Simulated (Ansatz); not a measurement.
System: AlClH5Si (charge −1).

```yaml
atoms:
  - { symbol: Al, position_ang: [-0.4448, 0.1249, 2.3318] }
  - { symbol: Cl, position_ang: [-1.8976, 1.0745, 3.7836] }
  - { symbol: Si, position_ang: [0.9691, 1.9939, 1.4659] }
  - { symbol: H, position_ang: [0.2377, 3.0951, 0.7330] }
  - { symbol: H, position_ang: [1.7740, 2.7509, 2.4974] }
  - { symbol: H, position_ang: [2.0280, 1.5808, 0.4637] }
  - { symbol: H, position_ang: [-1.2918, -0.5400, 1.1288] }
  - { symbol: H, position_ang: [0.4636, -0.9347, 3.1435] }
```

Geometry: B3LYP-D3(BJ)/def2-SVPD.

These are results of isolated molecule in a Gaussian basis; Kohn-Sham density functional theory, functional PBE0 in Ansatz 0.2.0, not measurements.

### What will maps of the electron density and electron localisation function show?

Al–Cl (2.26 Å): the density is about 0.54 e/Å³ at the midpoint; the ELF peaks at about 0.85 in the valence shell of Cl, 0.9 Å from its nucleus, and is about 0.80 at the midpoint.
Al–Si (2.50 Å): the density is about 0.46 e/Å³ at the midpoint; the ELF peaks at about 1 between the atoms, as expected for a shared electron pair.
Si–H (1.52 Å): the density is about 0.74 e/Å³ at the midpoint; the ELF climbs to about 1 towards the hydrogen, as it does in any bond to H.

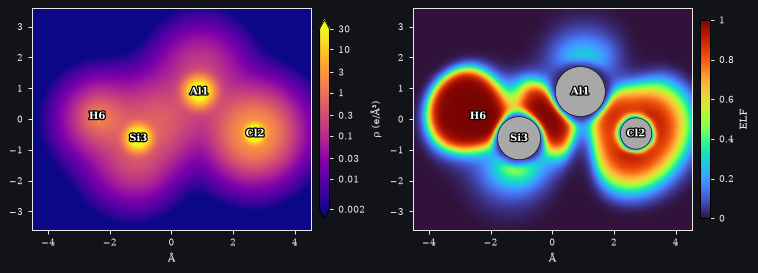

Computed electron density and electron localisation function on the plane of atoms Al1, Si3 and H6, in this order. Grey discs cover the atomic cores in the ELF map. 
